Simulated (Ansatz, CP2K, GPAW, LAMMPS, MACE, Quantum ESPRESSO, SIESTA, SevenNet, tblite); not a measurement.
## Glassy 38BaO-62TiO2 (mol %) (110 atoms): runs against a plane-wave reference

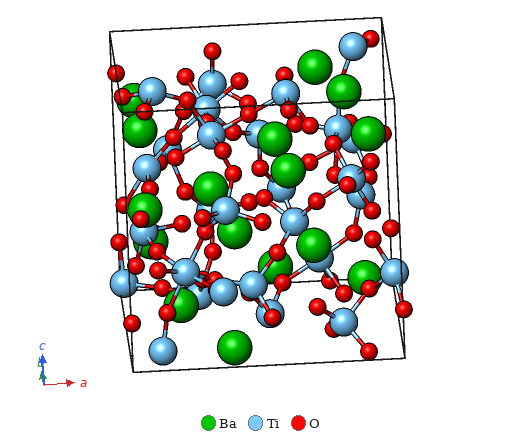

The cell (barium green, titanium blue, oxygen red). Bonds to atoms that aren't drawn are left out. Some periodic images of atoms are drawn too.

Density of this cell: 4.39 g/cm³. The cell holds 110 atoms: 16 Ba, 26 Ti and 68 O. Its edges and angles: a = 11.965 Å, b = 11.965 Å, c = 11.965 Å, α = 90.0°, β = 90.0°, γ = 90.0°. 110 atoms (16 Ba, 26 Ti, 68 O) placed at random at 4.67 g/cm³, melted at 4000 K for 10 ps at fixed volume with the Morse and Coulomb pair potential with partial charges (Pedone, Malavasi, Menziani, Cormack and Segre, J. Phys. Chem. B 110, 11780 (2006)). Quenched from 4000 K to 300 K at 20 K/ps and fixed volume, held 10 ps at zero pressure, then minimised at fixed cell.

Geometry: as built.

The reference, a calculation:

- method: Kohn-Sham DFT, PBE, SSSP efficiency 1.3.0 pseudopotentials, plane waves (Quantum ESPRESSO 7.5); sssp-pbe-1.3.0-efficiency, cutoffs 60/480 Ry, Γ point
- r.m.s. force component: 0.7678 eV/Å
- longest force: 2.437 eV/Å
- pressure: 4.134 GPa
- gap (highest filled to lowest empty level): 2.497 eV
- time: 36 min on 1 thread of Arm Neoverse V2, shared host
- CPU time: 36 min

Q: Estimate the differences from the reference, the CPU time and the memory of each run.
- SevenNet 0 potential (SevenNet 0; 1 thread)
- CP2K PBE, DZVP-MOLOPT-SR, 800/50 Ry, diagonalisation (CP2K 2026.2; 2 threads)
- GPAW PBE, LCAO dzp, h 0.18 Å (GPAW 26.7.0; 2 MPI ranks)
- SIESTA PBE, SZP, shift 0.01 Ry, mesh 500 Ry (SIESTA 5.4.2; 2 MPI ranks)
- MACE MP-0b3 medium potential (MACE MP-0b3 medium; 1 thread)
- MACE MP-0b2 small potential (MACE MP-0b2 small; 1 thread)
- SIESTA PBE, DZP, shift 0.01 Ry, mesh 500 Ry (SIESTA 5.4.2; 4 MPI ranks)

Differences are against the plane-wave reference, forces as r.m.s. over components; share is that over the reference's r.m.s. force, slope the least-squares factor from reference forces to these. Total energies of different programs have different zeros and aren't compared.

| run | Δ force, r.m.s. (meV/Å) | share (%) | slope | Δ pressure (GPa) | Δ gap (eV) | cores | CPU time | memory (GiB) |
| --- | --- | --- | --- | --- | --- | --- | --- | --- |
| reference | - | - | - | - | - | 1 | 36 min | 5.7 |
| SevenNet 0 potential | 109 | 14.1 | 1.013 | 1.22 | - | 1 | 6.6 s | 1 |
| CP2K PBE, DZVP-MOLOPT-SR, 800/50 Ry, diagonalisation | 58.4 | 7.61 | 1.044 | 1.05 | -0.0624 | 2 | 8.6 min | 8.4 |
| GPAW PBE, LCAO dzp, h 0.18 Å | 177 | 23.0 | 1.177 | - | -0.0936 | 2 | 19 min | 4.1 |
| SIESTA PBE, SZP, shift 0.01 Ry, mesh 500 Ry (coarse) | 364 | 47.5 | 1.073 | 2.60 | -0.708 | 2 | 6.2 min | 2.4 |
| MACE MP-0b3 medium potential | 104 | 13.5 | 1.018 | 1.09 | - | 1 | 7.6 s | 1.1 |
| MACE MP-0b2 small potential | 114 | 14.9 | 0.993 | 1.05 | - | 1 | 5.7 s | 0.67 |
| SIESTA PBE, DZP, shift 0.01 Ry, mesh 500 Ry | 239 | 31.1 | 1.131 | 0.850 | -0.501 | 4 | 7.6 min | 3.0 |

Rows marked coarse were listed beforehand as settings not expected to be converged; some can still land near the reference.

Times of the machine-learned potentials are mostly Python's start and the loading of weights.

CPU time is summed over cores on a shared host, where runs went side by side, so it is rough. Symmetry, cutoffs, thresholds, outputs and thread counts weren't matched or tuned between programs; memory under MPI is the largest rank's times the ranks.

The PBE runs in local orbitals, coarse settings apart, differ by 7.6 % (CP2K PBE, DZVP-MOLOPT-SR, 800/50 Ry, diagonalisation) to 31 % (SIESTA PBE, DZP, shift 0.01 Ry, mesh 500 Ry); basis, grid and potentials can all enter. Machine-learned potentials differ by 14 % (MACE MP-0b3 medium potential) to 15 % (MACE MP-0b2 small potential); they were trained on other programs' data. Runs with settings chosen to be coarse differ by 47 % (SIESTA PBE, SZP, shift 0.01 Ry, mesh 500 Ry), their programs' other errors included. Of the electronic-structure runs that take under half the reference's CPU time, CP2K PBE, DZVP-MOLOPT-SR, 800/50 Ry, diagonalisation comes nearest, at 7.6 % in 8.6 min against 36 min. Machine-learned potentials mimic data converged in k, so the reference's own k-point error enters their differences. The network of bonds at the start is that of the classical potential that made the cell, and needn't be the one that DFT or experiment would give. The electronic-structure runs sample only Γ, in a cell whose shortest periodic width is 12 Å.

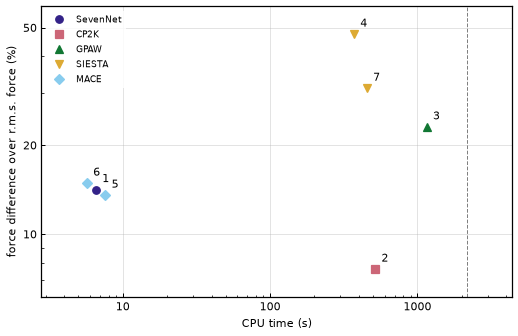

Force difference against CPU time; the dashed line marks the reference's time. Points: 1 SevenNet 0 potential; 2 CP2K PBE, DZVP-MOLOPT-SR, 800/50 Ry, diagonalisation; 3 GPAW PBE, LCAO dzp, h 0.18 Å; 4 SIESTA PBE, SZP, shift 0.01 Ry, mesh 500 Ry; 5 MACE MP-0b3 medium potential; 6 MACE MP-0b2 small potential; 7 SIESTA PBE, DZP, shift 0.01 Ry, mesh 500 Ry.

[Hosts, paths, dates, database ids (printed as entryN), source tags and the programs' standing remarks are cut or masked in the printed files.]
